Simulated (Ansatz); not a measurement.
**CCSD(T)/cc-pVDZ run of AlNH3OF (SMILES [NH2][Al]([OH])[F])**

Aim: the vertical ionisation energy of AlNH3OF at CCSD(T)/cc-pVDZ, from 2 runs. 

Program for the calculation: Ansatz 0.2.0.

126 further runs of the same task are left out: 126 set aside as unsound or not needed.

### Step 1. The system as given

AlNH3OF: 7 atoms, total charge 0, spin state singlet. SMILES: `[NH2][Al]([OH])[F]`. The shape is that of a PBE0-D4/def2-TZVP optimisation. This is one conformer, not always the lowest.

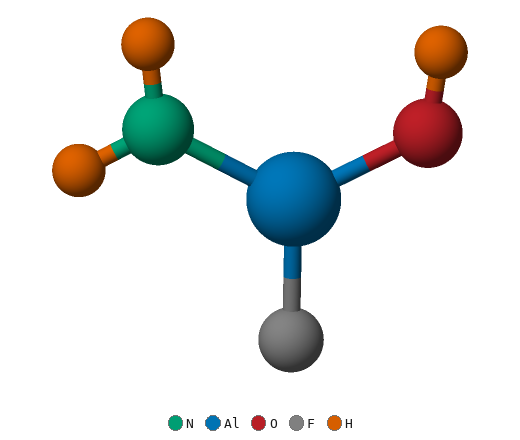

The structure, seen from a chosen angle (nitrogen teal, aluminium blue, oxygen red, fluorine grey, hydrogen orange).

### Step 2. The energy at CCSD(T)/cc-pVDZ

run.yaml reads:

```yaml
crystal:
  periodic: [false, false, false]
  atoms:
    - {symbol: "N", position_ang: [-0.569800, 0.926800, -0.530800]}
    - {symbol: Al, position_ang: [-0.133300, -0.630000, 0.151800]}
    - {symbol: O, position_ang: [1.368400, -1.004200, 0.819000]}
    - {symbol: F, position_ang: [-1.265600, -1.822100, 0.146500]}
    - {symbol: H, position_ang: [-1.473200, 1.130200, -0.925100]}
    - {symbol: H, position_ang: [0.029600, 1.732300, -0.586700]}
    - {symbol: H, position_ang: [2.105200, -0.401000, 0.879500]}
basis:
  gaussian:
    orbitals: cc-pVDZ
correlation:
  method: ccsd_t
  frozen_orbitals: {Al: 5, F: 1, H: 0, "N": 1, O: 1}
accuracy: high
scf:
  omitted_lower_state_checks: [cluster_reference, increment]
```

Run with:

```sh
$ ansatz run run.yaml --threads 1 --pin off --max-ram 3480MiB --events-out events.jsonl --progress --plain --runs-dir runs
```

Log (excerpt; [...] marks lines left out):

```text
Warning: RAYON_NUM_THREADS=1 ignored (pool sized by the plan → 1); use --threads N
Functional definition: HF
  name "HF"
[...]
1649 factors; integrals over basis functions are off by at most 3.7e-9 eV
[...]
mean field -12859.82751601 eV, -472.5899445092 hartree, gradient 8.4e-9 eV, S^2 0.000000; 0 other end points of the search recorded, 0 dependent functions left out
8 core orbitals not correlated: weight in the atoms' cores, before any rotation towards them, 1.000 or more for the frozen orbitals, at most 0.000 for the correlated occupied ones
reference -12859.82751601 eV, -472.5899445092 hartree; 12, 12 occupied and 55, 55 virtual orbitals, 1649 factors
second order -16.56715778 eV of doubles, -0.00000000 eV of singles
cycle   1  -16.63082047 eV  change   -6.4e-2 eV  update   8.8e-2
[...]
cycle  20  -17.05385514 eV  change  -3.3e-10 eV  update   2.9e-9
perturbative correction -0.32085807 eV, -0.0117913166 hartree
Total energy: -12877.20222922 eV, -473.2284534428 hartree
Checks for a lower state left out: cluster_reference, increment
```

Wall time 11 s (1 thread of Arm Neoverse V1, shared host); peak memory 0.35 GiB.

### Step 3. The doublet cation, same level

Edit run.yaml of step 2 so:

```diff
@@ -3,3 +3,3 @@
   atoms:
-    - {symbol: "N", position_ang: [-0.569800, 0.926800, -0.530800]}
+    - {symbol: N, position_ang: [-0.569800, 0.926800, -0.530800]}
     - {symbol: Al, position_ang: [-0.133300, -0.630000, 0.151800]}
@@ -13,2 +13,6 @@
     orbitals: cc-pVDZ
+total_charge: 1
+magnetization:
+  spin_polarized: true
+  initial_magnetization: 1
 correlation:
```

Run with:

```sh
$ ansatz run run.yaml --threads 1 --pin off --max-ram 3480MiB --events-out events.jsonl --progress --plain --runs-dir runs
```

Log (excerpt; [...] marks lines left out):

```text
Warning: RAYON_NUM_THREADS=1 ignored (pool sized by the plan → 1); use --threads N
[... 2 set-up lines as earlier in the session ...]
[...]
1646 factors; integrals over basis functions are off by at most 3.8e-9 eV
[...]
mean field -12850.87350360 eV, -472.2608906225 hartree, gradient 1.2e-8 eV, S^2 0.757606; 3 other end points of the search recorded, 0 dependent functions left out
8 core orbitals not correlated: weight in the atoms' cores, before any rotation towards them, 1.000 or more for the frozen orbitals, at most 0.000 for the correlated occupied ones
reference -12850.87350360 eV, -472.2608906225 hartree; 12, 11 occupied and 55, 56 virtual orbitals, 1646 factors
second order -15.44667790 eV of doubles, -0.00000000 eV of singles
cycle   1  -15.60754037 eV  change   -1.6e-1 eV  update   1.0e-1
[...]
cycle  28  -16.07592829 eV  change   4.4e-10 eV  update   2.7e-9
perturbative correction -0.30639090 eV, -0.0112596579 hartree
Total energy: -12867.25582279 eV, -472.8629297483 hartree
Checks for a lower state left out: cluster_reference, increment
```

Run time: 43 s. Hardware: 1 thread of Arm Neoverse V1, shared host; peak memory 0.61 GiB.

### Step 4. Summary of results

At CCSD(T)/cc-pVDZ, 8 core orbitals frozen:

| quantity | value |
| --- | --- |
| singlet AlNH3OF: total energy | -473.22845 Eh |
| singlet AlNH3OF: correlation energy (8 core orbitals frozen) | -638.5 mEh |
| singlet AlNH3OF: (T) correction | -11.79 mEh |
| singlet AlNH3OF: T1 diagnostic | 0.013 |
| doublet cation: total energy | -472.86293 Eh |
| doublet cation: correlation energy (8 core orbitals frozen) | -602.0 mEh |
| doublet cation: (T) correction | -11.26 mEh |
| doublet cation: ⟨S²⟩ of the reference determinant | 0.758 |
| doublet cation: T1 diagnostic | 0.019 |
| vertical ionisation energy (to the doublet cation) | 9.946 eV |

**Reading.** The vertical ionisation energy comes to 9.95 eV (960 kJ/mol). The triples (singlet AlNH3OF) make up 1.8 % of the correlation energy. The triples (doublet cation) make up 1.9 % of the correlation energy.
